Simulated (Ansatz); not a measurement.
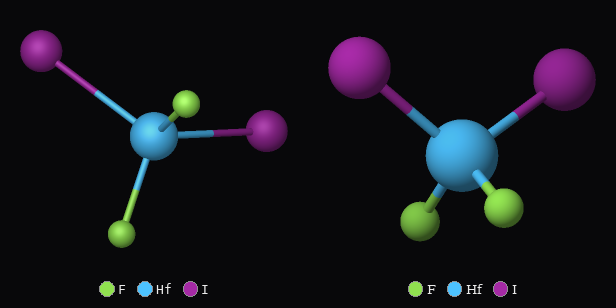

The same structure drawn twice, from different directions.

Charge 0, singlet.

What is the molecular formula?

Answer. HfI2F2, 5 atoms: 1 hafnium, 2 iodine and 2 fluorine.

How many atoms are distinct by symmetry?

Answer. 3: 2 F, 1 Hf, 2 I.

What is its SMILES?

Answer. [F][Hf]([F])([I])[I]

The parts below concern this one geometry. Atoms keep their numbers from picture to picture. Computed geometry: PBE0-D4/def2-TZVP optimisation.

## Shape

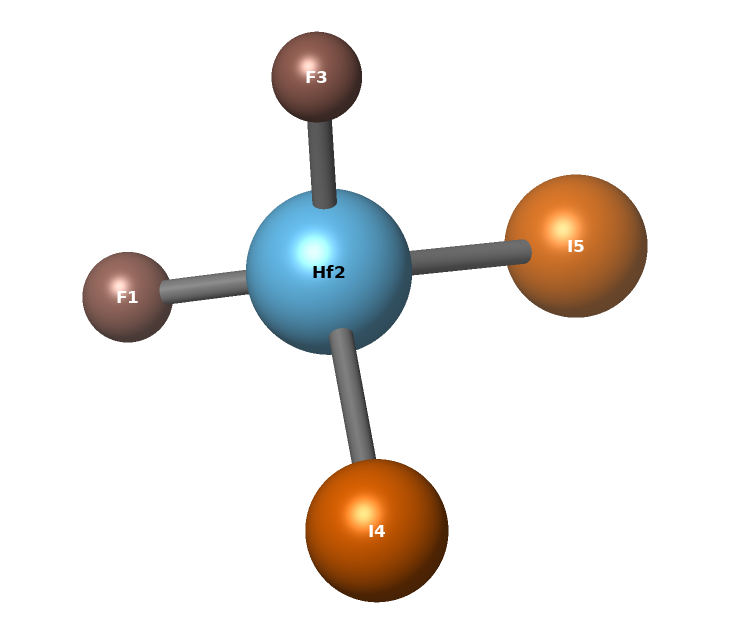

The atoms are numbered.

Which atoms are bonded, and how long are the bonds?

```
  bond  length (Å)
F1–Hf2       1.881
Hf2–F3       1.881
Hf2–I4       2.698
Hf2–I5       2.698
```

## Dipole moment

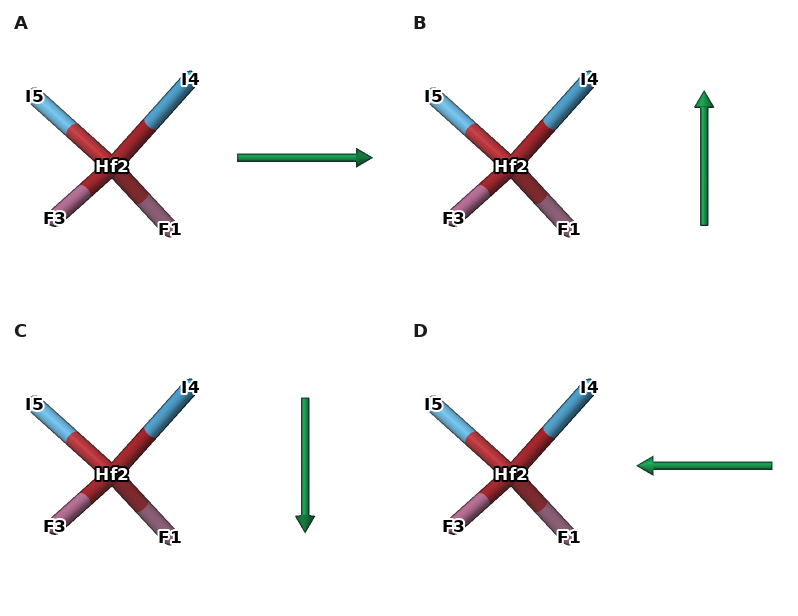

The same molecule four times, each with an arrow. Level of theory: RKS B3LYP-D4/def2-TZVPP, core potentials on Hf, I (Ansatz 0.2.0).

Which arrow points along the dipole moment, from the negative to the positive end?

Answer. B. The dipole moment is 0.46 D; it points from the side of F1, F3 to the side of I4, I5 (the outermost atoms at the two ends).

## Vibrations

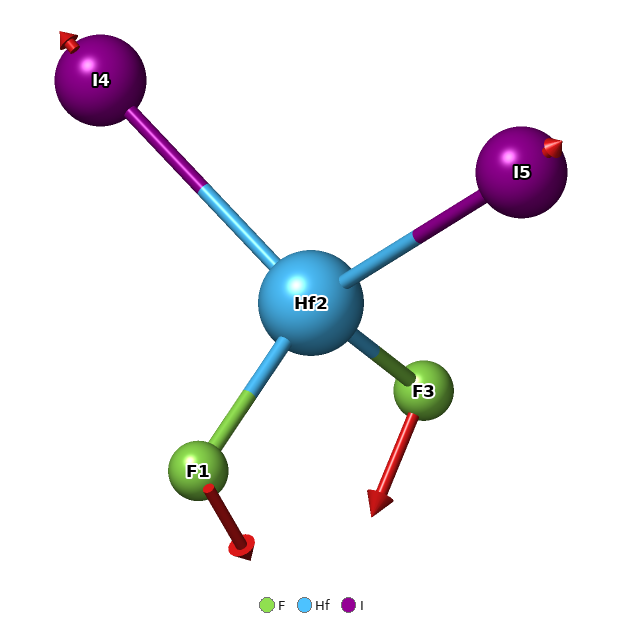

The arrows show one normal mode. Harmonic vibrations computed with RKS PBE0-D4/def2-TZVP, core potentials on Hf, I (Ansatz 0.2.0) at a stationary point of the same level.

Estimate its harmonic wavenumber.

Answer. 157 cm⁻¹; it is mode 5 of 9 counted from the lowest.

## Electronic properties

Level of theory: RKS ωB97M-V/def2-SVP, core potentials on Hf, I (Ansatz 0.2.0).

Computed properties:

- HOMO energy (Kohn–Sham orbital): −10.18 eV
- LUMO energy (Kohn–Sham orbital): −0.29 eV
- HOMO–LUMO gap: 9.89 eV
